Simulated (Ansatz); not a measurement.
## Molecular dynamics of CH11BOSi3 (part 4 of 4)

Continued. System: CH11BOSi3. Method: RKS PBE0/STO-3G (Ansatz 0.2.0). It belongs to a series of runs on one base structure; here: dynamics from the start.

Geometry of the input (Å):
```
O  -1.1609  -1.2594  -0.2447
C  -0.0392  -0.3131  -0.3534
Si 1.6518  -1.2103  -0.3825
Si -0.1736  0.7752  -1.9229
B  0.0324  0.6701  0.8275
Si -1.2055  0.7144  2.3458
H  -1.0606  -1.8245  -1.0919
H  1.5965  -2.2122  -1.4232
H  1.9123  -1.8708  0.8740
H  2.7214  -0.2866  -0.6739
H  -0.3450  -0.1094  -3.0533
H  1.0241  1.5570  -2.1137
H  -1.3175  1.6522  -1.8521
H  0.9091  1.4512  0.7938
H  -1.8442  2.0098  2.4209
H  -2.2452  -0.2848  2.3080
H  -0.4747  0.5410  3.5816
```

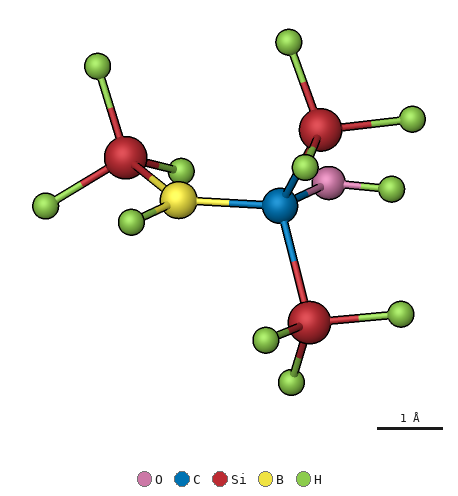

Fig. 1: The geometry at step 167 of the log (ball-and-stick view, seen at a tilt).

## Trajectory as extended XYZ, continued
```
17
Properties=species:S:1:pos:R:3:forces:R:3 step=83 time_fs=20.8 energy=-27233.90021 temperature=95.2
O    -1.1323   -1.1742   -0.2388   -0.3904  -1.0921  -0.3722
C     0.0127   -0.2656   -0.3169   -0.2025  -0.2089  -0.5681
Si    1.6533   -1.2185   -0.4412    1.7931  -0.1830   0.5825
Si   -0.1713    0.7403   -1.9646   -0.1450  -0.2296   0.7638
B     0.0468    0.6600    0.9130    0.5475  -0.0470  -0.3508
Si   -1.2588    0.7110    2.3983    0.1322  -0.7861  -0.5480
H    -0.9274   -1.8854   -0.9651   -0.2149   0.5133   0.3897
H     1.6381   -2.1808   -1.5295   -0.2842   0.3589  -0.0768
H     1.9448   -2.0476    0.7284   -0.3178   0.4087  -0.2028
H     2.8387   -0.3363   -0.6132   -0.9854  -0.4762   0.0023
H    -0.4128   -0.2469   -3.0089   -0.6058   0.3107   0.2948
H     1.0525    1.3188   -2.4027    0.5080   0.5378   0.1306
H    -1.1778    1.7652   -1.6837    0.1775  -0.4255  -0.6808
H     0.9509    1.4095    0.8314   -0.1651   0.2382   0.5120
H    -1.9719    1.9117    2.1220   -0.3442   0.6485   0.2732
H    -2.2642   -0.3387    2.4857    0.3455   0.1245  -0.2662
H    -0.6434    0.7378    3.6975    0.1516   0.3080   0.1169
17
Properties=species:S:1:pos:R:3:forces:R:3 step=104 time_fs=26.0 energy=-27234.00474 temperature=150.2
O    -1.1344   -1.1692   -0.2372   -0.6345  -0.2793   0.5591
C     0.0058   -0.2578   -0.2913    0.3373  -0.2716  -1.3946
Si    1.6653   -1.2197   -0.4521   -0.2248  -0.6975   0.3894
Si   -0.1718    0.7357   -1.9721    1.4042  -0.1694   1.0017
B     0.0577    0.6657    0.9226    0.1629   0.0448   0.3778
Si   -1.2704    0.7104    2.4015    0.3398   0.6040  -0.6657
H    -0.9367   -1.8469   -0.9651    0.0459  -0.1998  -0.3681
H     1.6193   -2.1446   -1.5596   -0.2758   0.1943  -0.2243
H     1.9332   -2.0657    0.6731   -0.1896  -0.0556   0.4050
H     2.8273   -0.4278   -0.5996    0.4620   0.7613  -0.2130
H    -0.4861   -0.2449   -2.9693   -0.5205  -0.1017  -0.1432
H     1.1038    1.2896   -2.4227   -0.4100   0.0720   0.3282
H    -1.1392    1.7596   -1.7482   -0.4210   0.2836  -0.3794
H     0.9855    1.3856    0.9347   -0.1147   0.2105   0.1599
H    -2.0572    1.9154    2.1313    0.2075  -0.2889   0.3634
H    -2.2019   -0.3747    2.4876   -0.0932  -0.2810  -0.1082
H    -0.6215    0.8087    3.6926   -0.0756   0.1742  -0.0881
17
Properties=species:S:1:pos:R:3:forces:R:3 step=125 time_fs=31.2 energy=-27234.12605 temperature=215.4
O    -1.1453   -1.1718   -0.2302    0.0007  -0.2351   0.1863
C     0.0056   -0.2547   -0.2935    0.4521   0.1658  -0.7248
Si    1.6780   -1.2259   -0.4593   -0.0903   0.2067   0.1899
Si   -0.1631    0.7294   -1.9708   -0.7160   0.0023   0.5082
B     0.0729    0.6725    0.9399   -0.2130   0.1123   0.3416
Si   -1.2790    0.7130    2.3987    0.3187   0.0226  -0.3605
H    -0.9528   -1.8125   -1.0047   -0.1401   0.0208  -0.0111
H     1.5344   -2.0559   -1.6371    0.0466  -0.0147   0.0778
H     1.8708   -2.0808    0.6918    0.0072   0.0262  -0.0879
H     2.8589   -0.3841   -0.6278   -0.4577  -0.1053   0.0589
H    -0.6744   -0.2422   -2.9381    0.4306   0.2518   0.2396
H     1.0957    1.2949   -2.3770    0.1283  -0.0114  -0.1458
H    -1.1670    1.7870   -1.9132    0.3406  -0.2348   0.1252
H     0.9868    1.4091    1.0752   -0.1120  -0.1245  -0.3613
H    -2.1146    1.8836    2.2208   -0.0318  -0.1008  -0.0578
H    -2.1394   -0.4557    2.4611    0.1598   0.2167   0.1019
H    -0.6143    0.9199    3.6719   -0.1236  -0.1986  -0.0802
17
Properties=species:S:1:pos:R:3:forces:R:3 step=146 time_fs=36.5 energy=-27233.91221 temperature=107.4
O    -1.1562   -1.1780   -0.2198    0.7389   0.0351  -0.3289
C     0.0143   -0.2487   -0.3104   -0.0384   0.2394   0.6718
Si    1.6882   -1.2313   -0.4649   -0.9962   0.4456  -0.0943
Si   -0.1587    0.7233   -1.9641   -0.5531   0.5228   0.3774
B     0.0822    0.6805    0.9636   -0.6424  -0.3120  -0.6085
Si   -1.2842    0.7162    2.3922    0.3921  -0.1208  -0.2121
H    -1.0042   -1.7721   -1.0525   -0.2084   0.2353   0.3859
H     1.4618   -1.9707   -1.6959    0.3733  -0.2203   0.3031
H     1.8120   -2.0938    0.6976    0.2293   0.0412  -0.3285
H     2.8198   -0.3365   -0.6473   -0.1759  -0.2363   0.1673
H    -0.7722   -0.2049   -2.8734    0.5820  -0.4308  -0.3427
H     1.1053    1.2928   -2.3597    0.0929  -0.2428  -0.2622
H    -1.1368    1.7839   -2.0439    0.1213   0.1868   0.6114
H     0.9748    1.4174    1.1344    0.2771   0.0169  -0.4301
H    -2.1857    1.8302    2.2986   -0.2413   0.1373  -0.3958
H    -2.0510   -0.5022    2.4592   -0.0738   0.0132   0.1977
H    -0.6303    0.9867    3.6425    0.1226  -0.3105   0.2884
17
Properties=species:S:1:pos:R:3:forces:R:3 step=167 time_fs=41.8 energy=-27233.96831 temperature=138.3
O    -1.1564   -1.1808   -0.2104    0.7413   0.9524   0.6681
C     0.0219   -0.2389   -0.3145   -0.6084  -0.4141   1.0843
Si    1.6885   -1.2326   -0.4713   -1.7746   0.6206  -0.1875
Si   -0.1591    0.7212   -1.9545    0.3101   0.2519  -0.3270
B     0.0791    0.6831    0.9733    0.1088   0.0080  -1.2187
Si   -1.2864    0.7191    2.3844   -0.0844   0.3022   0.5938
H    -1.0911   -1.7162   -1.0664    0.1293  -0.2867  -0.5729
H     1.4770   -1.9462   -1.6964    0.3051  -0.4377  -0.1616
H     1.8101   -2.1113    0.6447    0.2996  -0.3218   0.2882
H     2.7627   -0.3205   -0.6299    0.6579   0.2801   0.0715
H    -0.7216   -0.2498   -2.8729    0.3813  -0.0097  -0.0428
H     1.1324    1.2315   -2.4028   -0.3077  -0.2968   0.0165
H    -1.0772    1.8231   -2.0302   -0.1548   0.1933   0.4679
H     1.0071    1.4145    1.0859   -0.2268  -0.2374  -0.1928
H    -2.2930    1.7885    2.2826    0.4809  -0.4717  -0.2771
H    -1.9758   -0.5410    2.5040   -0.1216   0.0032   0.0371
H    -0.6300    0.9769    3.6606   -0.1360  -0.1357  -0.2467
17
Properties=species:S:1:pos:R:3:forces:R:3 step=188 time_fs=47.0 energy=-27234.02177 temperature=169.9
O    -1.1448   -1.1734   -0.1969    0.1531  -0.1133  -0.4506
C     0.0175   -0.2375   -0.2973   -0.5131  -0.8205   0.0902
Si    1.6750   -1.2287   -0.4791    0.3696   0.2942   0.1408
Si   -0.1580    0.7217   -1.9466   -0.1437   0.0964   0.0095
B     0.0752    0.6839    0.9552   -0.1410  -0.1603  -0.7927
Si   -1.2881    0.7224    2.3809    0.5652  -1.3955   0.0595
H    -1.1579   -1.6637   -1.1150    0.2169   0.4406   0.6775
H     1.5711   -2.0111   -1.7082    0.0719   0.2443   0.3099
H     1.8762   -2.1756    0.6242   -0.0584   0.4989  -0.3832
H     2.8129   -0.2797   -0.5891   -0.7302  -0.7380   0.1116
H    -0.5841   -0.3028   -2.8884   -0.3347   0.3308   0.1772
H     1.1175    1.1115   -2.4533    0.4547   0.3787   0.0307
H    -1.0405    1.8911   -1.9010    0.1914  -0.5812  -0.0429
H     1.0128    1.3762    0.9890    0.1601   0.3092   0.1753
H    -2.3249    1.6736    2.1911   -0.3682   0.5994  -0.1577
H    -1.9274   -0.5715    2.5562    0.0212   0.2374  -0.2081
H    -0.6501    0.9404    3.6461    0.0853   0.3789   0.2529
17
Properties=species:S:1:pos:R:3:forces:R:3 step=208 time_fs=52.0 energy=-27233.89837 temperature=110.1
O    -1.1311   -1.1644   -0.1842   -0.6175  -0.1633   0.6997
C     0.0036   -0.2521   -0.2787    0.2353  -0.5265  -0.9974
Si    1.6621   -1.2225   -0.4857   -0.5643  -0.5150   0.1839
Si   -0.1556    0.7227   -1.9392    1.9781  -0.3773   0.3514
B     0.0710    0.6837    0.9208    0.4449   0.6155   0.4063
Si   -1.2860    0.7168    2.3783    0.2386   0.1912  -0.3655
H    -1.1769   -1.5690   -1.1070   -0.0215  -0.4233  -0.5565
H     1.6774   -2.0354   -1.6736   -0.2747   0.1690  -0.2958
H     1.9335   -2.1565    0.5552   -0.1741  -0.2019   0.6027
H     2.7605   -0.3538   -0.5290    0.8521   0.8718  -0.1455
H    -0.5279   -0.2919   -2.8762   -0.8590  -0.0742  -0.2219
H     1.1642    1.0689   -2.4787   -0.4892   0.3291   0.5182
H    -0.9882    1.8613   -1.7788   -0.5664   0.4119  -0.3207
H     1.0264    1.3878    0.9305   -0.3990  -0.0384   0.1822
H    -2.3857    1.6500    2.0739    0.6437  -0.2694   0.2837
H    -1.8868   -0.5663    2.5647   -0.2374  -0.3692  -0.0908
H    -0.6637    0.9849    3.6641   -0.1894   0.3701  -0.2340
17
Properties=species:S:1:pos:R:3:forces:R:3 step=229 time_fs=57.2 energy=-27233.99955 temperature=166.1
O    -1.1272   -1.1610   -0.1667   -1.2980  -1.1506  -0.3941
C    -0.0056   -0.2770   -0.2786    0.9291   0.5439  -0.9800
Si    1.6474   -1.2189   -0.4902    1.7915   0.0314   0.7818
Si   -0.1399    0.7211   -1.9282   -0.7614  -0.0381   0.4324
B     0.0728    0.6943    0.8927   -0.3208   0.0257   0.9177
Si   -1.2808    0.7096    2.3722    0.6677  -0.8230  -0.6629
H    -1.1978   -1.5281   -1.1237   -0.1846  -0.2343   0.4407
H     1.7255   -2.0143   -1.6950   -0.3558   0.1900  -0.1312
H     1.9435   -2.1524    0.5878   -0.3979   0.2219  -0.1074
H     2.8105   -0.3028   -0.4954   -0.8541  -0.3681  -0.1463
H    -0.6555   -0.2646   -2.8877   -0.0371   0.5428   0.3560
H     1.1443    1.1138   -2.4033    0.4396   0.3560  -0.0976
H    -1.0269    1.8726   -1.7317    0.2969  -0.4631  -0.4124
H     0.9808    1.4182    0.9114    0.2747   0.3438   0.0179
H    -2.3396    1.5987    2.0051   -0.2960   0.3433   0.0330
H    -1.8825   -0.6098    2.5489    0.1878   0.4143   0.0447
H    -0.7169    1.1209    3.6401   -0.0815   0.0642  -0.0924
17
Properties=species:S:1:pos:R:3:forces:R:3 step=250 time_fs=62.5 energy=-27234.08197 temperature=214.7
O    -1.1426   -1.1736   -0.1510   -0.7397  -0.6472  -0.0746
C     0.0026   -0.2922   -0.2987    0.1427   0.7363  -0.0891
Si    1.6455   -1.2162   -0.4886    0.3539  -0.5342   0.2007
Si   -0.1269    0.7195   -1.9132   -0.0008   0.6616   0.2883
B     0.0715    0.7086    0.8847    0.2793   0.0596   0.3632
Si   -1.2700    0.6974    2.3596    0.2744   0.8444  -0.9867
H    -1.2629   -1.5633   -1.0913    0.0592  -0.0919   0.1925
H     1.6861   -1.9467   -1.7464   -0.1492   0.0577   0.2735
H     1.8638   -2.1160    0.6188   -0.0690  -0.1208  -0.0912
H     2.7254   -0.2856   -0.4984    0.3373   0.3478  -0.0559
H    -0.8093   -0.1360   -2.8439    0.3681  -0.3137  -0.3752
H     1.1769    1.2317   -2.3293   -0.4316  -0.3403  -0.0946
H    -1.0288    1.8181   -1.7756   -0.1324   0.4703   0.1392
H     0.9590    1.5006    0.8978   -0.3154  -0.3203  -0.0878
H    -2.3315    1.6020    1.9513    0.0142  -0.1953  -0.0057
H    -1.8515   -0.5929    2.5496   -0.1238  -0.3326   0.3160
H    -0.7905    1.2766    3.5919    0.1329  -0.2812   0.0877
```

## Summary

- outcome: finished
- mean temperature over the second half: 151 K
- trajectory: 250 steps, 62.5 fs
- ensemble: nvt_nose_hoover
- temperature in the input: 300.0 K
- time step: 0.25 fs
- potential energy (last step): −27234.0820 eV
- mean-field energy (last step): −27234.0820 eV
- largest force (length of the vector) (last step): 1.327 eV/Å
- wall time: 15 min
- peak memory: 0.12 GiB

So short a trajectory is not equilibrated. The temperature stays far from the 300 K of the thermostat over the second half: the run isn't equilibrated.
